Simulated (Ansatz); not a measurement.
CH6FNSi: several calculations on one system

## 1. Relaxation

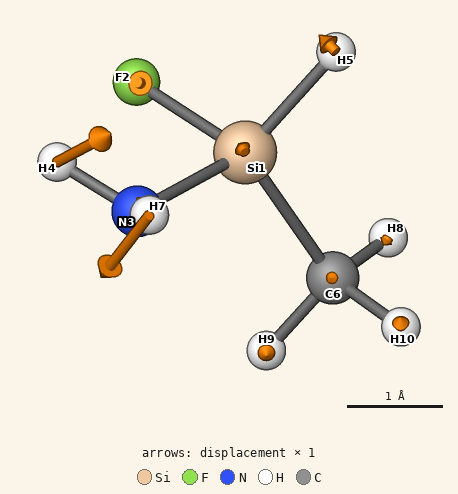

A relaxation of CH6FNSi. The starting structure is drawn; orange arrows show the displacements, at their true length. The two geometries are superimposed by the best rigid fit.

Style: ball-and-stick. Shown from a free direction.

The run prepares an end point of a later path (reaction) calculation, from a guessed geometry.

Level of theory: Ansatz, RKS BLYP/def2-SVP. (no spin polarisation; force threshold 0.03 eV/Å; at most 50 steps)

> Atoms of which element are displaced furthest, and by how much?

Hydrogen: up to 1.28 Å, against 0.37 Å for fluorine.

> Describe the change and its energy.

Over 14 accepted moves (15 points after the start) the energy falls by 7.27 kcal/mol. The largest force component goes from 0.61 to 0.0099 eV/Å. The line search rejected the trial step at point 3 of the run. H7 moves most after the best rigid fit: 1.28 Å. Largest moves by element: H 1.28 Å, F 0.37 Å, N 0.26 Å, Si 0.16 Å, C 0.09 Å. Near-neighbour distances that change, for instance: Si1–F2 1.666 → 1.656 Å, Si1–C6 1.871 → 1.880 Å, Si1–H5 1.502 → 1.495 Å, Si1–N3 1.738 → 1.732 Å. Among the angles between lasting bonds that change: Si1–N3–H4 100.7° → 120.0°, F2–Si1–N3 95.4° → 113.3°, N3–Si1–H5 117.3° → 107.3°. The run took 14 s on 2 threads of Intel(R) Xeon(R) 6975P-C (Granite Rapids), with other jobs on the host, peak memory 0.16 GiB.

## 2. Relaxation

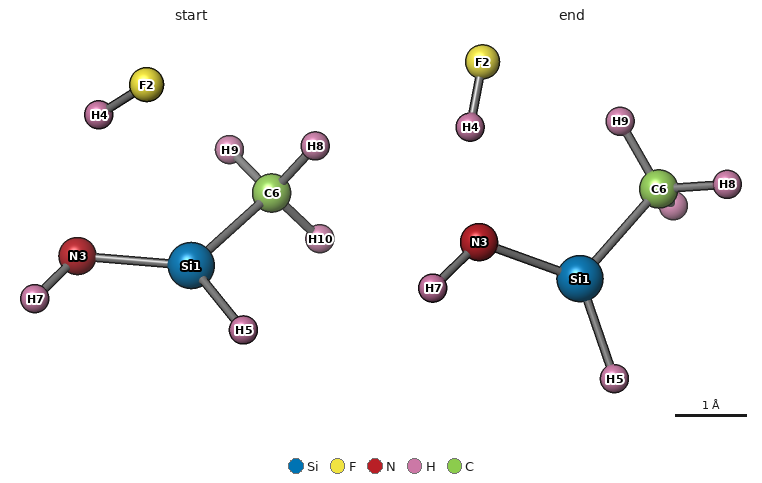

The structure of CH$_{6}$FNSi before (left) and after (right) a relaxation, at one scale.

A ball-and-stick model, seen at a tilt.

The run prepares an end point of a later path (reaction) calculation, from a guessed geometry.

Computed with Ansatz, RKS BLYP/def2-SVP. (no spin polarisation; force threshold 0.03 eV/Å; at most 50 steps)

**Describe what moved and what it gained.**

Over 15 geometry steps the energy falls by 34.9 kJ/mol. Largest force component: 1 eV/Å at the start, 0.0055 eV/Å at the end. F2 moves most after the best rigid fit: 1.48 Å. Largest moves by element: F 1.48 Å, H 1.15 Å, N 0.87 Å, C 0.30 Å, Si 0.22 Å. Some distances before and after: F2–H4 0.925 → 0.981 Å, Si1–C6 1.871 → 1.867 Å. Among the angles between lasting bonds that change: H5–Si1–C6 113.0° → 117.4°, Si1–C6–H9 109.7° → 105.3°, Si1–N3–H7 117.7° → 121.1°.

Limits of the set-up: the start holds two separate molecules, 2.3 Å apart at their closest, whose relative position is a soft coordinate and is computed without a dispersion correction.

## 3. Path

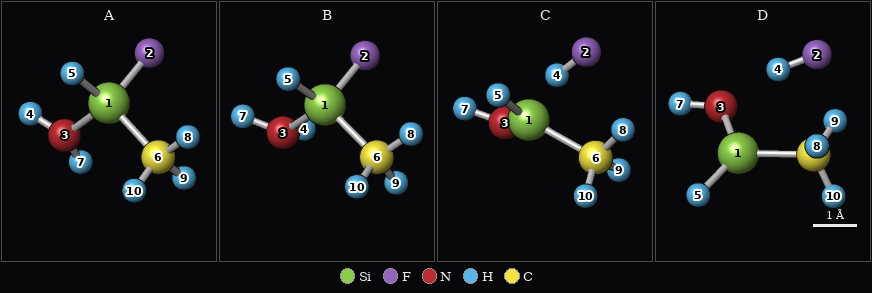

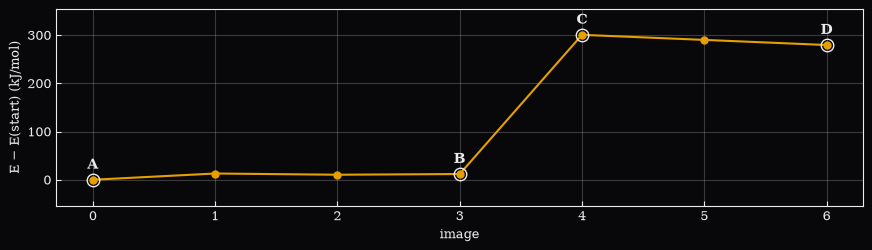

A search for the minimum-energy path of CH$_{6}$FNSi by the nudged elastic band. Images are numbered from 0 (start) to 6 (end). Frames A to D are images 0, 3, 4, 6. Style: ball-and-stick. Shown from a free direction.

Computed with Ansatz, RKS BLYP/def2-SVP. Settings: 5 movable images; climbing image; force threshold 0.05 eV/Å; iteration limit 60; starting path through a guess of the saddle point.

### Describe the mechanism and the energy profile.

The energy climbs by 300.6 kJ/mol to image 4 and then falls by 21.1 kJ/mol, so the end point sits at +279.5 kJ/mol. The path has more than one stage, and so few images may leave a stage unresolved. Breaking: N3–H4 (1.02 → 1.68 at the top → 1.66 Å), Si1–F2 (1.66 → 2.46 at the top → 3.38 Å). Forming: F2–H4 (3.27 → 1.00 at the top → 0.98 Å). The band converged in 15 iterations. The largest component of the band force went from 12 to 0.048 eV/Å. The climbing image converged on the top of the path. Its vibrational analysis gives one imaginary mode (107i cm⁻¹), as a transition state must have.
